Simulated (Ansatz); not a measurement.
## Computed frozen-phonon scan: Zr (hcp, Mg type)

Zr (hcp, Mg type)

```yaml
crystal:
  lattice:
    - [6.46252, 0.00000, 0.00000]
    - [-1.61563, 2.79835, 0.00000]
    - [0.00000, 0.00000, 5.17316]
  atoms:
    - { symbol: Zr, position: [0.16667, 0.66667, 0.75000] }
    - { symbol: Zr, position: [0.66667, 0.66667, 0.75000] }
    - { symbol: Zr, position: [0.33333, 0.33333, 0.25000] }
    - { symbol: Zr, position: [0.83333, 0.33333, 0.25000] }
```

The atoms are displaced by Q × the pattern below (from a DFPT mode at M = (0.5, 0.0, 0.0), largest move 1; Q in Å), at fixed cell. (q is in reciprocal vectors of the primitive cell; the cell shown is doubled to hold the pattern.)

```json
[
 {"atom": "Zr1", "x": "0.500", "y": "-0.866", "z": "0.000"},
 {"atom": "Zr2", "x": "-0.500", "y": "0.866", "z": "0.000"},
 {"atom": "Zr3", "x": "-0.500", "y": "0.866", "z": "0.000"},
 {"atom": "Zr4", "x": "0.500", "y": "-0.866", "z": "0.000"}
]
```

The numbers are results of PBE (plane waves to 420 eV, PAW, scalar-relativistic; Ansatz, an electronic-structure program), not measurements. k mesh 17×17×9 (Γ-centred), Fermi-Dirac smearing 0.05 eV. The energy includes the smearing's −TS. With partly filled bands, energies and forces of such displacements shift with the k mesh and the smearing. Zr is run without spin polarisation. Zr was relaxed with its symmetry unable to fall. The zero of ΔE is the undisplaced structure.

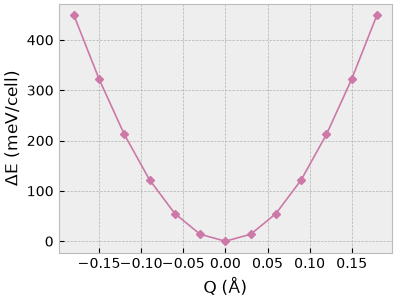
Figure: ΔE (meV/cell) against Q (Å); markers are the computed points, lines only join them.

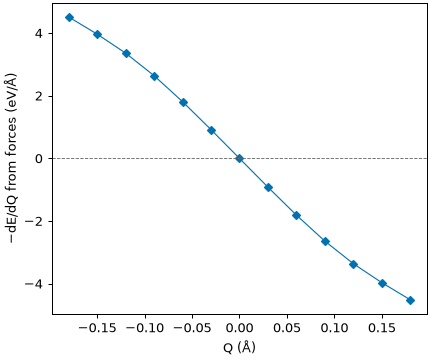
Fig. 1. −dE/dQ from forces (eV/Å) against Q (Å); markers are the computed points, lines only join them.

The energy at Q = 0.180 Å comes out as 450 meV/cell. Space group of the distorted cell: Pbcm (No. 57), lowered from P6_3/mmc. Harmonic wavenumber from the curvature (finite differences): 151 cm⁻¹. Symmetry of the curve: even: the same for both signs. Shape of the curve: a single well with its minimum at or next to zero displacement.

E″ = 30.75 eV/Å², M = Σ mᵢ|uᵢ|² = 364.9 u, ν̃ = 521.5·√(|E″|/M).

(For displaced atoms, the force is minus the slope of the energy, and its curvature is a force constant, which sets phonon frequencies.)
